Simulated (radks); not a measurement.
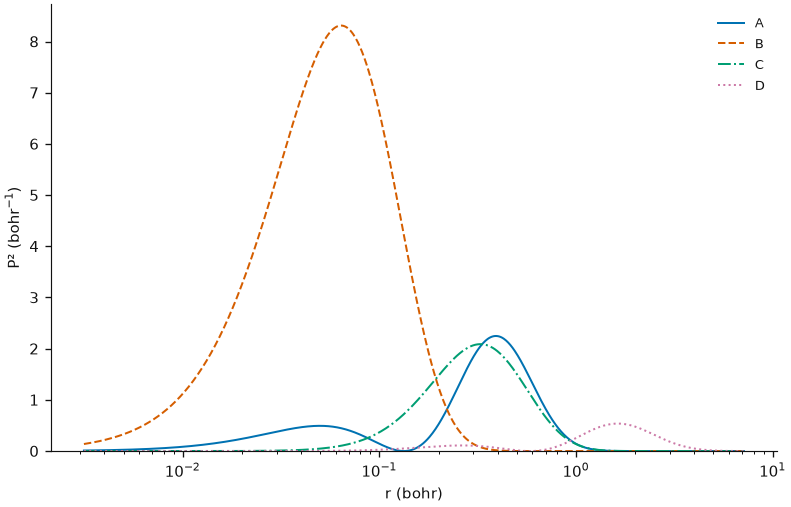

System: S⁻ (Z = 16, 17 electrons), configuration [Ne] 3s2 3p5. A Watson sphere of charge 1.05 and radius 1.97 bohr holds the anion. Computed with the in-house radial solver radks: non-relativistic Kohn-Sham, LDA (Slater exchange, Perdew-Wang correlation), spin-unpolarised, spherical densities, point nucleus.

The plot shows the radial probability densities P² of 2s, 1s, 2p and 3p.

Question: Which curve belongs to which orbital?

Answer: A is 2s; B is 1s; C is 2p; D is 3p. 1s: outer maximum at 0.0639 bohr, ⟨r⟩ = 0.0976 bohr, 0 nodes, eigenvalue −2387 eV; 2p: outer maximum at 0.326 bohr, ⟨r⟩ = 0.445 bohr, 0 nodes, eigenvalue −155.4 eV; 2s: outer maximum at 0.391 bohr, ⟨r⟩ = 0.484 bohr, 1 node, eigenvalue −208.5 eV; 3p: outer maximum at 1.63 bohr, ⟨r⟩ = 2.06 bohr, 1 node, eigenvalue −8.37 eV.
